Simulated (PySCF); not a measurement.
# RhF₆ (-2): ligand-field states, spin distribution

What do calculations give for the ligand-field states, spin distribution of RhF₆ (-2)?

Programs: PySCF 2.14.0, with routines of our own; each step states its level. All values are computed. Atoms count from 0.

## 1. The system as given

7 atoms, charge -2, states of the metal's open shell are computed; geometry from: model start, shaken.

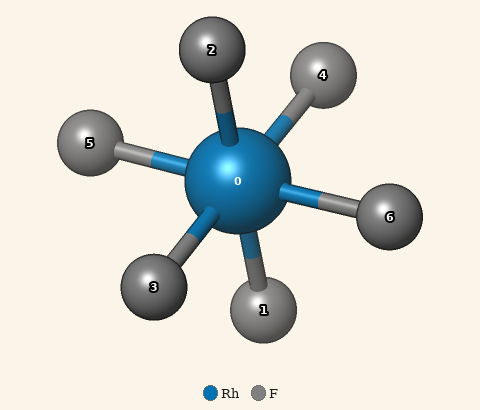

The starting geometry (rhodium blue, fluorine grey); sticks join atoms by distance alone.

## 2. Geometry optimisation at PBE0-D3(BJ)/def2-TZVP

The job: settings as JSON, then the geometry in Å.

```
{"job": {"xc": "PBE0", "basis": "def2-TZVP", "d3": "d3bj", "grid": 1, "maxiter": 45, "solvent": "water", "kind": "geom"}, "charge": -2, "metal": "Rh", "open_shell": "d5"}
Rh     0.000020     0.004480    -0.004110
F     -0.013360    -0.006820     1.885130
F      0.000900     0.020100    -1.907380
F      1.890690     0.007350     0.005350
F     -1.898420    -0.013960    -0.000440
F      0.010430     1.879840    -0.006860
F     -0.028520    -1.919340    -0.027630
```

On the command line:

```bash
OMP_NUM_THREADS=1 python lf_run.py task.json out
```

One launch serves the whole session: the jobs run in the order shown.

Log:

```text
step   0  E = -709.70489090  max force = 0.017477
step   1  E = -709.70618532  max force = 0.004109
step   2  E = -709.70623863  max force = 0.001421
step   3  E = -709.70631657  max force = 0.001044
step   4  E = -709.70632721  max force = 0.000293
optimisation converged
```

It took 4.2 min on 1 thread of Intel Xeon Platinum 8488C, shared host; peak memory 1.4 GiB.

The steps of the relaxation:

| step | energy from step 0 (eV) | largest force component (eV/Å) |
| --- | --- | --- |
| 0 | 0.0000 | 0.8987 |
| 1 | -0.0352 | 0.2113 |
| 2 | -0.0367 | 0.0731 |
| 3 | -0.0388 | 0.0537 |
| 4 | -0.0391 | 0.0151 |

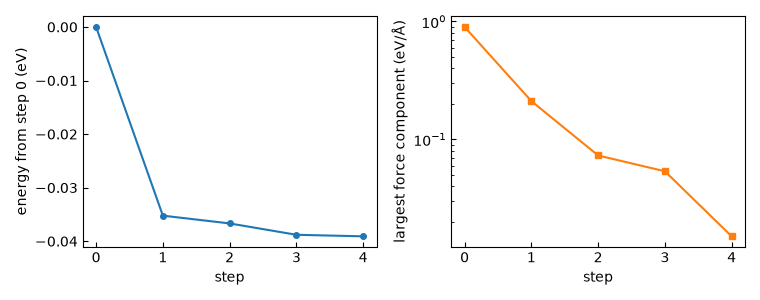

Energy and largest force along the relaxation.

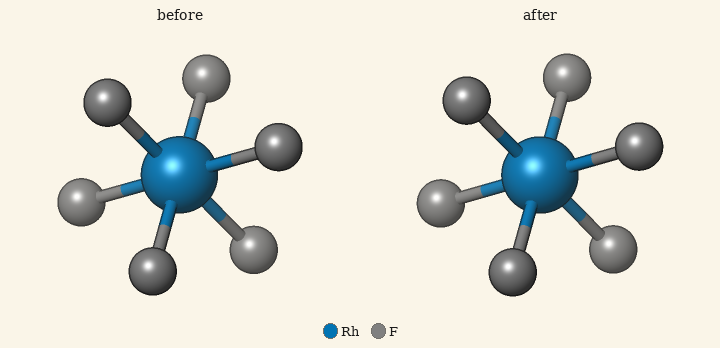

The geometry before (left) and after (right).

Distances of close pairs at the start and the end, largest changes first:

```
  bond  before (Å)  after (Å)  change (Å)
Rh0–F5       1.875      1.918      +0.043
Rh0–F1       1.889      1.915      +0.026
Rh0–F3       1.891      1.914      +0.023
Rh0–F4       1.899      1.914      +0.016
Rh0–F2       1.903      1.915      +0.011
Rh0–F6       1.924      1.918      -0.006
```

Final coordinates:

```xyz
7
F6Rh
Rh   -0.0053   -0.0035   -0.0082
F    -0.0128   -0.0186    1.9066
F     0.0028    0.0112   -1.9230
F     1.9089   -0.0061   -0.0054
F    -1.9195   -0.0040   -0.0089
F     0.0019    1.9147   -0.0003
F    -0.0143   -1.9219   -0.0168
```

```
                         at the end point                value
  point group (found at 0.08 Å tolerance)                   Oh
rotational constants (GHz, main isotopes)  1.819, 1.809, 1.808
                                     ⟨S²⟩                0.755
```

## 3. Ligand-field states: state-averaged CASSCF in water

The job: settings as JSON, then the geometry in Å.

```
{"job": {"kind": "lf", "basis": {"metal": "x2c-TZVPall", "ligand": "x2c-SVPall"}, "nevpt": true, "solvent": "water"}, "charge": -2, "metal": "Rh", "open_shell": "d5"}
Rh     0.000000     0.000000     0.000000
F      1.915784    -0.000000    -0.000000
F     -1.915784     0.000000     0.000000
F      0.000000     1.915784    -0.000000
F     -0.000000    -1.915784     0.000000
F      0.000000    -0.000000     1.915784
F     -0.000000     0.000000    -1.915784
```

Method: state-averaged CASSCF of the metal d shell, SC-NEVPT2 on the averaged canonical orbitals, state-interaction spin-orbit coupling.

Log:

```text
basis functions 147, electrons 101, active (5e, 5o)
stage 1: DIIS on the effective Fock matrix, level shift 0.30
cycle   1  E = -5374.5177236141  dE = -5.375e+03  max|g| = 2.396e+00
cycle   2  E = -5375.1691348184  dE = -6.514e-01  max|g| = 1.386e+00
cycle   3  E = -5377.4588461924  dE = -2.290e+00  max|g| = 8.566e-01
cycle   4  E = -5377.9000385478  dE = -4.412e-01  max|g| = 2.190e-01
cycle   5  E = -5377.9477866383  dE = -4.775e-02  max|g| = 1.061e-01
cycle   6  E = -5377.9645005222  dE = -1.671e-02  max|g| = 3.026e-02
cycle   7  E = -5377.9663136968  dE = -1.813e-03  max|g| = 2.370e-02
cycle   8  E = -5377.9667873129  dE = -4.736e-04  max|g| = 5.543e-03
cycle   9  E = -5377.9668803104  dE = -9.300e-05  max|g| = 4.822e-03
cycle  10  E = -5377.9668812056  dE = -8.952e-07  max|g| = 2.326e-03
cycle  11  E = -5377.9668800754  dE =  1.130e-06  max|g| = 2.537e-03
...
cycle  33  E = -5377.9668927852  dE = -1.703e-09  max|g| = 5.082e-05
cycle  34  E = -5377.9668927863  dE = -1.177e-09  max|g| = 4.276e-05
cycle  35  E = -5377.9668927872  dE = -8.349e-10  max|g| = 3.586e-05
cycle  36  E = -5377.9668927877  dE = -5.739e-10  max|g| = 3.047e-05
cycle  37  E = -5377.9668927882  dE = -4.147e-10  max|g| = 2.550e-05
cycle  38  E = -5377.9668927884  dE = -2.901e-10  max|g| = 2.181e-05
cycle  39  E = -5377.9668927887  dE = -2.156e-10  max|g| = 1.817e-05
cycle  40  E = -5377.9668927888  dE = -1.473e-10  max|g| = 1.556e-05
stage 2: quasi-Newton rotations from the point of smallest gradient
cycle  42  E = -5377.9668927889  dE = -9.004e-11  max|g| = 1.473e-05
cycle  43  E = -5377.9668927892  dE = -2.792e-10  max|g| = 1.642e-06
converged average energy = -5377.9668927892

 mult deg   label        CASSCF/cm-1   NEVPT2/cm-1
   2   3   2T2g                0.0           0.0
   4   3   4T1g            13324.5       18883.0
   4   3   4T2g            19619.8       23383.4
   2   3   2T1g            23542.5       28059.5
   2   1   2A2g            24203.1       29068.5
   6   1   6A1g            16509.9       29828.0
   2   3   2T2g            26420.8       30780.7
   2   2   2Eg             28402.7       32452.4
   2   3   2T1g            33802.1       36271.5
   2   3   2T2g            35082.8       36441.8
   2   1   2A1g            39032.3       40168.2
   4   1   4A1g            37487.2       47710.7
   2   2   2Eg             43845.8       47897.3
   4   2   4Eg             39084.9       48761.9
   4   3   4T2g            41828.5       51421.6
   4   2   4Eg             43820.4       51983.9
   2   1   2A1g            48074.0       56696.9
   4   1   4A2g            54029.0       58317.3
   2   3   2T2g            50718.2       58863.3
   2   2   2Eg             53529.4       60009.4
   4   3   4T1g            52342.7       60235.9
   2   3   2T2g            55655.1       62757.1
   2   3   2T1g            55893.8       62891.3
   2   1   2A2g            57920.6       63853.1
   2   3   2T1g            58354.5       63866.6
   2   1   2A1g            60518.9       65341.1
   2   2   2Eg             61722.9       66251.5
   2   3   2T1g            64756.7       70890.2
   2   3   2T2g            68192.7       72821.1
   2   2   2Eg             71273.6       72973.8
   4   3   4T1g            71268.8       83136.7
   2   3   2T1g            79447.3       87003.0
   2   3   2T1g            83971.1       87567.6
   4   3   4T2g            77818.7       87900.8
   2   3   2T2g            83290.3       88212.4
   2   1   2A2g            81835.0       92636.2
   2   3   2T2g            89634.3       93352.2
   2   2   2Eg             87586.1       96227.2
   2   3   2T2g            92275.5       99848.5
   2   3   2T1g            98646.7      102165.1
   2   1   2A1g            98453.8      104042.2
   2   2   2Eg            112882.7      114524.2
   2   3   2T2g           119718.3      127955.0

spin-orbit levels / cm-1
      0.00  x2  2T2g 0.98
   2325.60  x4  2T2g 0.99
  19952.43  x4  4T1g 0.94 4T2g 0.03
  20245.18  x2  4T1g 0.96
  20690.27  x4  4T1g 0.98
  21001.73  x2  4T1g 0.99
  24897.03  x2  4T2g 0.98
  24995.27  x4  4T2g 0.96 4T1g 0.03
  25227.35  x4  4T2g 0.96
  25326.85  x2  4T2g 0.96
  29245.14  x4  2T1g 0.95
  30363.17  x2  2T1g 0.98
  30816.42  x2  2A2g 0.93 2T2g 0.04
  31819.69  x4  6A1g 0.97
  31820.21  x2  6A1g 0.96
  32329.62  x2  2T2g 0.92 2A2g 0.04
  32759.50  x4  2T2g 0.95
  34321.10  x4  2Eg 0.96
  37238.93  x4  2T2g 0.57 2T1g 0.41
  38072.31  x2  2T1g 0.96
```

Wall time 24 s (1 thread of Intel Xeon Platinum 8488C, shared host); peak memory 0.59 GiB.

Warnings kept with the result: strongly covalent, metal-shell active space is small for this complex.

Key values:

```
             quantity      value
spin-orbit constant ζ  1260 cm⁻¹
```

Powder susceptibility:

```
T (K)  χT (cm³ K/mol)  μ(eff)
    2           0.403    1.79
    5           0.404    1.80
   10           0.406    1.80
   20           0.411    1.81
   30           0.416    1.82
   50           0.426    1.85
   75           0.439    1.87
  100           0.451    1.90
  150           0.476    1.95
  200           0.501    2.00
  250           0.526    2.05
  300           0.550    2.10
```

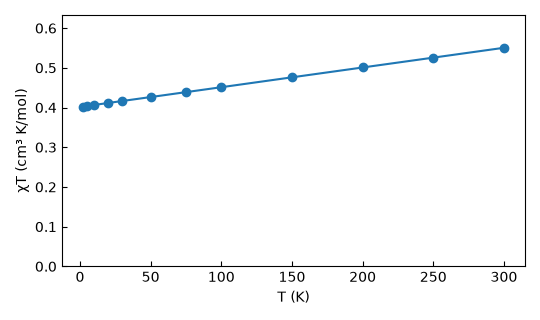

χT against temperature.

The fields below are evaluated on a grid from the run's orbitals.

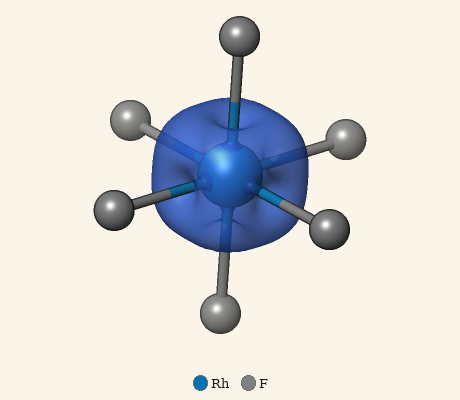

Spin density at ±0.06 e/Å³ (alpha excess blue, beta excess red).

In these pictures sticks join atoms by distance alone, so bonds to metals can be missing or extra.

## 4. Spin distribution: unrestricted DFT, spin states

The job: settings as JSON, then the geometry in Å.

```
{"job": {"kind": "spin", "xc": "BP86"}, "charge": -2, "metal": "Rh", "open_shell": "d5"}
Rh     0.000000     0.000000     0.000000
F      1.915784    -0.000000    -0.000000
F     -1.915784     0.000000     0.000000
F      0.000000     1.915784    -0.000000
F     -0.000000    -1.915784     0.000000
F      0.000000    -0.000000     1.915784
F     -0.000000     0.000000    -1.915784
```

With the program's defaults for keys left out, this is: unrestricted DFT energies of the spin multiplicities at one geometry, beside CASSCF and NEVPT2 of the metal shell.

Log:

```text
multiplicity 6
final grid: 83848 points
cycle   1  E = -5383.0141388080  dE =  6.830e-01  |g| = 1.563e+00  |ddm| = 1.184e+00
cycle   2  E = -5372.3936678794  dE =  1.062e+01  |g| = 4.045e+00  |ddm| = 7.021e+00
cycle   3  E = -5383.3193048267  dE = -1.093e+01  |g| = 1.195e+00  |ddm| = 7.003e+00
cycle   4  E = -5383.5280518764  dE = -2.087e-01  |g| = 8.911e-01  |ddm| = 6.893e-01
cycle   5  E = -5383.4737045949  dE =  5.435e-02  |g| = 9.739e-01  |ddm| = 1.069e+00
cycle   6  E = -5383.8194677237  dE = -3.458e-01  |g| = 9.470e-02  |ddm| = 6.727e-01
cycle   7  E = -5383.8227743492  dE = -3.307e-03  |g| = 1.798e-02  |ddm| = 9.825e-02
cycle   8  E = -5383.8228715787  dE = -9.723e-05  |g| = 1.090e-02  |ddm| = 1.916e-02
cycle   9  E = -5383.8229126287  dE = -4.105e-05  |g| = 2.934e-03  |ddm| = 5.626e-03
cycle  10  E = -5383.8229153469  dE = -2.718e-06  |g| = 1.205e-03  |ddm| = 2.038e-03
cycle  11  E = -5383.8229158527  dE = -5.058e-07  |g| = 3.381e-04  |ddm| = 9.649e-04
converged SCF energy = -5383.8229158527
multiplicity 2
final grid: 83848 points
cycle   1  E = -5383.5363344776  dE =  3.105e-01  |g| = 1.122e+00  |ddm| = 1.243e+00
cycle   2  E = -5373.7878812051  dE =  9.748e+00  |g| = 3.687e+00  |ddm| = 8.376e+00
cycle   3  E = -5383.4823533320  dE = -9.694e+00  |g| = 1.197e+00  |ddm| = 8.381e+00
cycle   4  E = -5383.7528657428  dE = -2.705e-01  |g| = 7.877e-01  |ddm| = 1.059e+00
cycle   5  E = -5383.6231614223  dE =  1.297e-01  |g| = 9.879e-01  |ddm| = 1.077e+00
cycle   6  E = -5383.8811904219  dE = -2.580e-01  |g| = 5.060e-01  |ddm| = 1.050e+00
cycle   7  E = -5383.9083960991  dE = -2.721e-02  |g| = 4.080e-01  |ddm| = 1.020e+00
cycle   8  E = -5383.9452844372  dE = -3.689e-02  |g| = 2.408e-01  |ddm| = 9.871e-01
cycle   9  E = -5383.9605936039  dE = -1.531e-02  |g| = 1.228e-01  |ddm| = 9.970e-01
cycle  10  E = -5383.9608000961  dE = -2.065e-04  |g| = 1.229e-01  |ddm| = 9.934e-01
cycle  11  E = -5383.9648143977  dE = -4.014e-03  |g| = 7.141e-02  |ddm| = 9.913e-01
cycle  12  E = -5383.9637149977  dE =  1.099e-03  |g| = 8.545e-02  |ddm| = 7.826e-01
cycle  13  E = -5383.9624132750  dE =  1.302e-03  |g| = 1.024e-01  |ddm| = 9.735e-01
cycle  14  E = -5383.9624645854  dE = -5.131e-05  |g| = 1.010e-01  |ddm| = 4.291e-01
cycle  15  E = -5383.9656667478  dE = -3.202e-03  |g| = 6.272e-02  |ddm| = 7.731e-01
cycle  16  E = -5383.9653285054  dE =  3.382e-04  |g| = 6.741e-02  |ddm| = 6.838e-02
cycle  17  E = -5383.9665337681  dE = -1.205e-03  |g| = 4.847e-02  |ddm| = 3.540e-01
cycle  18  E = -5383.9666025443  dE = -6.878e-05  |g| = 4.814e-02  |ddm| = 2.654e-02
cycle  19  E = -5383.9667488540  dE = -1.463e-04  |g| = 4.360e-02  |ddm| = 5.116e-02
cycle  20  E = -5383.9670132270  dE = -2.644e-04  |g| = 3.648e-02  |ddm| = 7.310e-02
cycle  21  E = -5383.9676098865  dE = -5.967e-04  |g| = 1.156e-02  |ddm| = 6.388e-02
cycle  22  E = -5383.9676250363  dE = -1.515e-05  |g| = 1.003e-02  |ddm| = 2.154e-02
cycle  23  E = -5383.9676277402  dE = -2.704e-06  |g| = 1.041e-02  |ddm| = 3.559e-02
cycle  24  E = -5383.9676411848  dE = -1.344e-05  |g| = 8.359e-03  |ddm| = 2.375e-02
cycle  25  E = -5383.9676462221  dE = -5.037e-06  |g| = 7.544e-03  |ddm| = 9.702e-03
cycle  26  E = -5383.9676495331  dE = -3.311e-06  |g| = 7.030e-03  |ddm| = 7.356e-03
cycle  27  E = -5383.9676508526  dE = -1.319e-06  |g| = 6.824e-03  |ddm| = 1.590e-03
cycle  28  E = -5383.9676199849  dE =  3.087e-05  |g| = 1.088e-02  |ddm| = 4.662e-02
cycle  29  E = -5383.9676663519  dE = -4.637e-05  |g| = 2.671e-03  |ddm| = 3.255e-02
cycle  30  E = -5383.9676678495  dE = -1.498e-06  |g| = 1.831e-03  |ddm| = 3.227e-03
cycle  31  E = -5383.9676684325  dE = -5.830e-07  |g| = 1.349e-03  |ddm| = 9.296e-04
cycle  32  E = -5383.9676682194  dE =  2.131e-07  |g| = 1.537e-03  |ddm| = 3.336e-03
cycle  33  E = -5383.9676690508  dE = -8.314e-07  |g| = 4.709e-04  |ddm| = 2.549e-03
converged SCF energy = -5383.9676690508
```

It took 40 s on 1 thread of Intel Xeon Platinum 8488C, shared host; peak memory 0.72 GiB.

## 5. Spin distribution: unrestricted DFT, spin states

Settings changed since step 4:

```diff
@@ -1,2 +1,2 @@
-{"job": {"kind": "spin", "xc": "BP86"}, "charge": -2, "metal": "Rh", "open_shell": "d5"}
+{"job": {"kind": "spin", "xc": "TPSSh"}, "charge": -2, "metal": "Rh", "open_shell": "d5"}
 Rh     0.000000     0.000000     0.000000
```

With the program's defaults for keys left out, this is: unrestricted DFT energies of the spin multiplicities at one geometry, beside CASSCF and NEVPT2 of the metal shell.

Log:

```text
multiplicity 6
final grid: 83848 points
cycle   1  E = -5382.4750660131  dE =  2.045e-01  |g| = 9.408e-01  |ddm| = 8.568e-01
cycle   2  E = -5379.3990762230  dE =  3.076e+00  |g| = 2.685e+00  |ddm| = 5.939e+00
cycle   3  E = -5382.7458682031  dE = -3.347e+00  |g| = 2.400e-01  |ddm| = 5.905e+00
cycle   4  E = -5382.7589869428  dE = -1.312e-02  |g| = 1.598e-01  |ddm| = 2.293e-01
cycle   5  E = -5382.7664826674  dE = -7.496e-03  |g| = 3.476e-02  |ddm| = 1.099e-01
cycle   6  E = -5382.7666725410  dE = -1.899e-04  |g| = 2.524e-02  |ddm| = 2.953e-02
cycle   7  E = -5382.7668812069  dE = -2.087e-04  |g| = 6.457e-03  |ddm| = 1.629e-02
cycle   8  E = -5382.7668941088  dE = -1.290e-05  |g| = 1.186e-03  |ddm| = 3.001e-03
cycle   9  E = -5382.7668946688  dE = -5.599e-07  |g| = 1.261e-04  |ddm| = 8.508e-04
converged SCF energy = -5382.7668946688
multiplicity 2
final grid: 83848 points
cycle   1  E = -5382.7972590749  dE =  2.554e-02  |g| = 5.722e-01  |ddm| = 6.624e-01
cycle   2  E = -5382.2571383786  dE =  5.401e-01  |g| = 1.419e+00  |ddm| = 1.076e+00
cycle   3  E = -5382.9043578306  dE = -6.472e-01  |g| = 1.050e-01  |ddm| = 7.477e-01
cycle   4  E = -5382.9080233693  dE = -3.666e-03  |g| = 4.002e-02  |ddm| = 8.641e-02
cycle   5  E = -5382.9084894633  dE = -4.661e-04  |g| = 8.476e-03  |ddm| = 2.752e-02
cycle   6  E = -5382.9085465360  dE = -5.707e-05  |g| = 4.435e-03  |ddm| = 1.754e-02
cycle   7  E = -5382.9085669591  dE = -2.042e-05  |g| = 2.363e-03  |ddm| = 7.031e-03
cycle   8  E = -5382.9085651252  dE =  1.834e-06  |g| = 2.361e-03  |ddm| = 7.953e-04
cycle   9  E = -5382.9085220387  dE =  4.309e-05  |g| = 2.273e-03  |ddm| = 1.922e-02
cycle  10  E = -5382.9082747205  dE =  2.473e-04  |g| = 5.270e-03  |ddm| = 1.431e-01
cycle  11  E = -5382.9082361723  dE =  3.855e-05  |g| = 6.567e-03  |ddm| = 3.785e-02
cycle  12  E = -5382.9082670317  dE = -3.086e-05  |g| = 7.032e-03  |ddm| = 3.838e-02
cycle  13  E = -5382.9082777118  dE = -1.068e-05  |g| = 6.688e-03  |ddm| = 8.082e-03
cycle  14  E = -5382.9084702007  dE = -1.925e-04  |g| = 3.914e-03  |ddm| = 1.117e-01
cycle  15  E = -5382.9082510770  dE =  2.191e-04  |g| = 5.942e-03  |ddm| = 1.424e-01
cycle  16  E = -5382.9082671736  dE = -1.610e-05  |g| = 3.579e-03  |ddm| = 8.776e-03
cycle  17  E = -5382.9082319903  dE =  3.518e-05  |g| = 1.045e-03  |ddm| = 7.711e-02
cycle  18  E = -5382.9082330619  dE = -1.072e-06  |g| = 5.281e-04  |ddm| = 5.329e-03
cycle  19  E = -5382.9082326497  dE =  4.123e-07  |g| = 2.799e-04  |ddm| = 3.734e-03
converged SCF energy = -5382.9082326497
```

Wall time 50 s (1 thread of Intel Xeon Platinum 8488C, shared host); peak memory 0.72 GiB.

## 6. Spin distribution: unrestricted DFT, spin states

Settings changed since step 5:

```diff
@@ -1,2 +1,2 @@
-{"job": {"kind": "spin", "xc": "TPSSh"}, "charge": -2, "metal": "Rh", "open_shell": "d5"}
+{"job": {"kind": "spin", "xc": "B3LYP"}, "charge": -2, "metal": "Rh", "open_shell": "d5"}
 Rh     0.000000     0.000000     0.000000
```

With the program's defaults for keys left out, this is: unrestricted DFT energies of the spin multiplicities at one geometry, beside CASSCF and NEVPT2 of the metal shell.

Log:

```text
multiplicity 6
final grid: 83848 points
cycle   1  E = -5382.6347121491  dE =  5.945e-02  |g| = 6.532e-01  |ddm| = 7.281e-01
cycle   2  E = -5382.2049913188  dE =  4.297e-01  |g| = 1.343e+00  |ddm| = 1.155e+00
cycle   3  E = -5382.7720287370  dE = -5.670e-01  |g| = 1.051e-01  |ddm| = 7.603e-01
cycle   4  E = -5382.7757975141  dE = -3.769e-03  |g| = 4.031e-02  |ddm| = 9.227e-02
cycle   5  E = -5382.7762387641  dE = -4.413e-04  |g| = 8.038e-03  |ddm| = 2.573e-02
cycle   6  E = -5382.7762640242  dE = -2.526e-05  |g| = 9.755e-04  |ddm| = 5.848e-03
cycle   7  E = -5382.7762644808  dE = -4.566e-07  |g| = 1.344e-04  |ddm| = 9.844e-04
converged SCF energy = -5382.7762644808
multiplicity 2
final grid: 83848 points
cycle   1  E = -5382.8668863289  dE = -3.355e-02  |g| = 3.736e-01  |ddm| = 5.737e-01
cycle   2  E = -5382.6708589267  dE =  1.960e-01  |g| = 8.851e-01  |ddm| = 6.862e-01
cycle   3  E = -5382.9131701354  dE = -2.423e-01  |g| = 6.870e-02  |ddm| = 4.603e-01
cycle   4  E = -5382.9145565422  dE = -1.386e-03  |g| = 2.807e-02  |ddm| = 5.549e-02
cycle   5  E = -5382.9147868285  dE = -2.303e-04  |g| = 5.285e-03  |ddm| = 1.781e-02
cycle   6  E = -5382.9148004620  dE = -1.363e-05  |g| = 2.828e-03  |ddm| = 5.957e-03
cycle   7  E = -5382.9148087270  dE = -8.265e-06  |g| = 9.712e-04  |ddm| = 4.523e-03
cycle   8  E = -5382.9148158813  dE = -7.154e-06  |g| = 9.870e-04  |ddm| = 5.137e-03
cycle   9  E = -5382.9148154140  dE =  4.673e-07  |g| = 9.861e-04  |ddm| = 3.339e-04
converged SCF energy = -5382.9148154140
```

It took 21 s on 1 thread of Intel Xeon Platinum 8488C, shared host; peak memory 0.7 GiB.

## 7. Spin distribution: unrestricted DFT, spin states

Settings changed since step 6:

```diff
@@ -1,2 +1,2 @@
-{"job": {"kind": "spin", "xc": "B3LYP"}, "charge": -2, "metal": "Rh", "open_shell": "d5"}
+{"job": {"kind": "spin", "xc": "PBE0"}, "charge": -2, "metal": "Rh", "open_shell": "d5"}
 Rh     0.000000     0.000000     0.000000
```

Level: unrestricted DFT energies of the spin multiplicities at one geometry, beside CASSCF and NEVPT2 of the metal shell.

Log:

```text
multiplicity 6
final grid: 83848 points
cycle   1  E = -5381.5936673338  dE =  3.180e-02  |g| = 5.471e-01  |ddm| = 6.409e-01
cycle   2  E = -5381.3274995301  dE =  2.662e-01  |g| = 1.080e+00  |ddm| = 9.365e-01
cycle   3  E = -5381.6904346680  dE = -3.629e-01  |g| = 6.836e-02  |ddm| = 6.023e-01
cycle   4  E = -5381.6920874853  dE = -1.653e-03  |g| = 2.487e-02  |ddm| = 6.079e-02
cycle   5  E = -5381.6922478269  dE = -1.603e-04  |g| = 6.691e-03  |ddm| = 1.601e-02
cycle   6  E = -5381.6922654767  dE = -1.765e-05  |g| = 6.504e-04  |ddm| = 5.346e-03
cycle   7  E = -5381.6922658381  dE = -3.614e-07  |g| = 1.194e-04  |ddm| = 1.148e-03
converged SCF energy = -5381.6922658381
multiplicity 2
final grid: 83848 points
cycle   1  E = -5381.7853548394  dE = -3.001e-02  |g| = 3.376e-01  |ddm| = 5.129e-01
cycle   2  E = -5381.6407915982  dE =  1.446e-01  |g| = 7.701e-01  |ddm| = 6.018e-01
cycle   3  E = -5381.8233093318  dE = -1.825e-01  |g| = 4.964e-02  |ddm| = 3.971e-01
cycle   4  E = -5381.8240695892  dE = -7.603e-04  |g| = 1.909e-02  |ddm| = 4.015e-02
cycle   5  E = -5381.8241698622  dE = -1.003e-04  |g| = 4.713e-03  |ddm| = 1.236e-02
cycle   6  E = -5381.8241794319  dE = -9.570e-06  |g| = 2.267e-03  |ddm| = 4.274e-03
cycle   7  E = -5381.8241845776  dE = -5.146e-06  |g| = 7.451e-04  |ddm| = 3.366e-03
cycle   8  E = -5381.8241895957  dE = -5.018e-06  |g| = 7.377e-04  |ddm| = 4.429e-03
cycle   9  E = -5381.8241934463  dE = -3.851e-06  |g| = 7.445e-04  |ddm| = 3.401e-03
cycle  10  E = -5381.8241921062  dE =  1.340e-06  |g| = 7.472e-04  |ddm| = 1.180e-03
cycle  11  E = -5381.8241831660  dE =  8.940e-06  |g| = 7.230e-04  |ddm| = 8.034e-03
cycle  12  E = -5381.8241071958  dE =  7.597e-05  |g| = 1.590e-03  |ddm| = 8.485e-02
cycle  13  E = -5381.8241084837  dE = -1.288e-06  |g| = 1.598e-03  |ddm| = 1.955e-03
cycle  14  E = -5381.8241085598  dE = -7.608e-08  |g| = 1.607e-03  |ddm| = 1.355e-04
cycle  15  E = -5381.8241233329  dE = -1.477e-05  |g| = 7.508e-04  |ddm| = 1.930e-02
cycle  16  E = -5381.8240904580  dE =  3.287e-05  |g| = 1.015e-03  |ddm| = 5.247e-02
cycle  17  E = -5381.8240678615  dE =  2.260e-05  |g| = 3.347e-03  |ddm| = 8.428e-02
cycle  18  E = -5381.8240676791  dE =  1.824e-07  |g| = 3.492e-03  |ddm| = 4.303e-03
cycle  19  E = -5381.8240680739  dE = -3.948e-07  |g| = 3.286e-03  |ddm| = 4.248e-03
cycle  20  E = -5381.8240789212  dE = -1.085e-05  |g| = 7.187e-04  |ddm| = 5.323e-02
cycle  21  E = -5381.8240787025  dE =  2.188e-07  |g| = 5.354e-04  |ddm| = 1.151e-03
converged SCF energy = -5381.8240787025
```

Wall time 32 s (1 thread of Intel Xeon Platinum 8488C, shared host); peak memory 0.7 GiB.

(Part 1 of 2 ends here.)
